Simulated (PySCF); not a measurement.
EPR calculation of C₄H₃F₂O₂

- system: C₄H₃F₂O₂, multiplicity 2
- method: UKS B3LYP, pcH-1 on C F H O, non-relativistic, mean-field spin-orbit, GIAO (PySCF 2.14.0)

It belongs to a series of runs on one base structure; here: H added to aryl C.

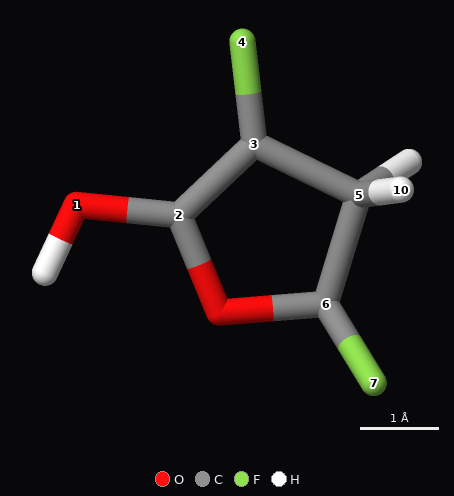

**Figure 1.** The input geometry (stick view, seen on its broad side; atoms are numbered from 1 in the order of the input).

Results in brief

- outcome: converged
- total energy: −504.277962 hartree
- ⟨S²⟩: 0.753
- isotropic g: 2.0035
- hardware: 1 CPU thread, shared host
- wall time: 43 s
- peak memory: 0.89 GiB

The input
```
{"job": {"kind": "epr", "basis": "pcH-1"}, "charge": 0, "multiplicity": 2}
O      2.397333     0.069359     0.223502
C      1.074133     0.047683     0.071838
C      0.171979    -0.907358     0.357207
F      0.413499    -2.107949     0.899362
C     -1.202307    -0.459650    -0.032629
C     -0.851978     0.848536    -0.680569
F     -1.644649     1.918550    -0.457845
O      0.480994     1.141782    -0.482415
H      2.733238     0.939024    -0.031874
H     -1.876150    -0.326392     0.825109
H     -1.690667    -1.160913    -0.717649
```

The first line tells a small driver script what to run in PySCF; the rest is the geometry in Å.

Run as:
```bash
OMP_NUM_THREADS=1 python <driver script> task.json out
```

The program's output
```
UKS, coarse grid
  cycle   1  E = -504.12626246  |g| = 6.88e-01
  cycle   2  E = -503.90119131  |g| = 1.09e+00
  cycle   3  E = -504.27367136  |g| = 9.64e-02
  cycle   4  E = -504.27641123  |g| = 5.66e-02
  cycle   5  E = -504.27783214  |g| = 1.59e-02
  cycle   6  E = -504.27794297  |g| = 7.35e-03
  cycle   7  E = -504.27796585  |g| = 2.64e-03
  cycle   8  E = -504.27796890  |g| = 8.79e-04
UKS, final grid
  cycle   1  E = -504.27796140  |g| = 1.19e-03
  cycle   2  E = -504.27796069  |g| = 1.94e-03
  cycle   3  E = -504.27796189  |g| = 1.94e-04
  cycle   4  E = -504.27796191  |g| = 5.46e-05
  cycle   5  E = -504.27796191  |g| = 5.45e-05
  cycle   6  E = -504.27796191  |g| = 1.15e-05
E = -504.27796191 Eh   <S^2> = 0.7533 (exact 0.7500)
g shifts (ppm)      1          2          3
  rmc          -232       -232       -232
  gc             11          6         20
  oz_so         -71       1971       2413
  total        -292       1745       2201
hyperfine (MHz)  atom isotope    a_iso     a_fc   dipolar eigenvalues
    0   17O       0.81       0.81     -1.55     -0.28      1.83
    1   13C       1.11       1.11     -6.64      1.16      5.48
    2   13C      10.02      10.02     -4.90     -2.39      7.29
    3   19F      12.63      12.63    -13.36    -10.07     23.43
    4   13C      17.56      17.56     -5.54     -3.09      8.63
    5   13C     390.23     390.23    -74.78    -72.86    147.65
    6   19F     276.17     276.17   -220.25   -191.66    411.92
    7   17O     -51.91     -51.91    -42.51     20.53     21.97
    8    1H       0.49       0.49     -2.09     -1.64      3.73
    9    1H      85.42      85.42     -5.02     -1.92      6.94
   10    1H      93.11      93.11     -6.40     -5.64     12.04
```

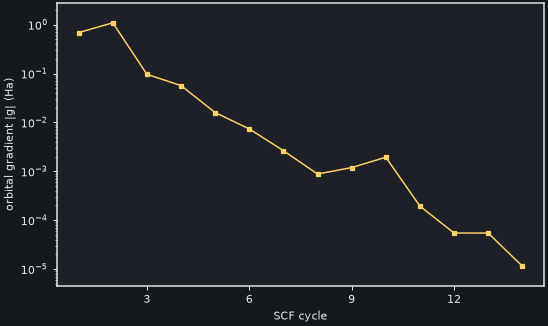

**Figure 2.** Convergence of the self-consistent field: orbital gradient |g| against the SCF cycle. All cycles printed in the log are drawn one after another.

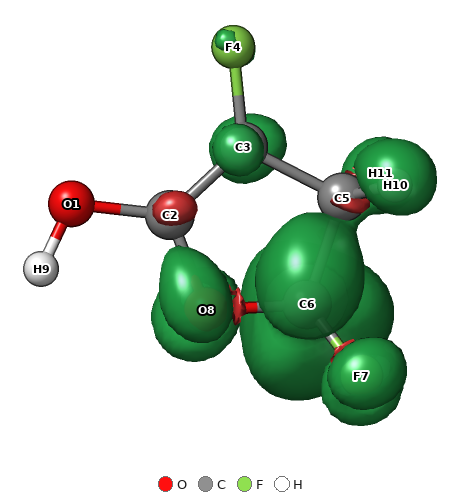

**Figure 3.** Isosurfaces of the spin density at +0.015 (green) and −0.015 e/Å³ (red), seen face on. The unpaired spin (1 electron) lies mostly on C6 (about 0.6), O8 (about 0.1) and F7 (about 0.1), in electrons by Hirshfeld's partition.

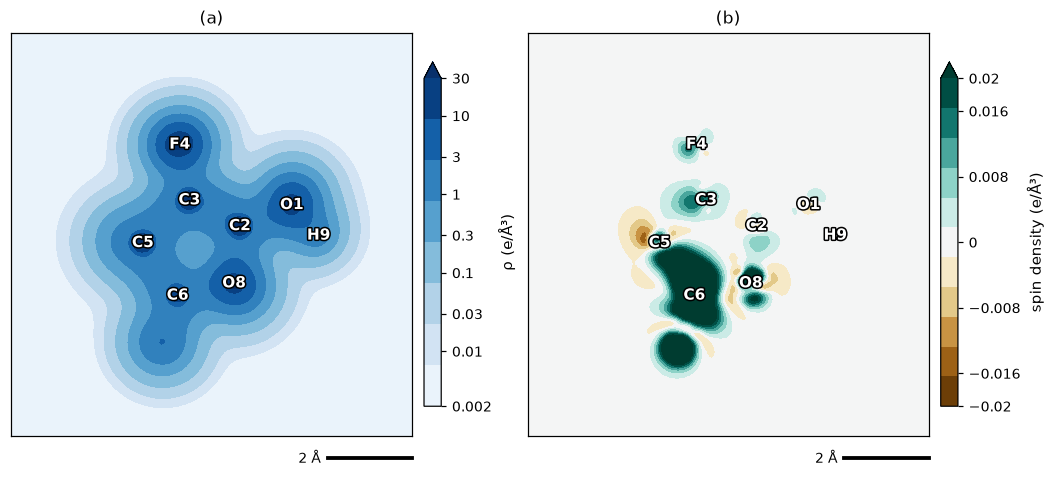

**Figure 4.** (a) total electron density; (b) spin density (α minus β) on the plane of atoms O1, C2 and C3. Atoms in the plane: O, C, F and H. C–O (1.33 Å): ρ is about 2.5 e/Å³ halfway. C–F (1.34 Å): ρ is about 2.3 e/Å³ halfway. The unpaired spin (1 electron) lies mostly on C6 (about 0.6), O8 (about 0.1) and F7 (about 0.1), in electrons by Hirshfeld's partition.
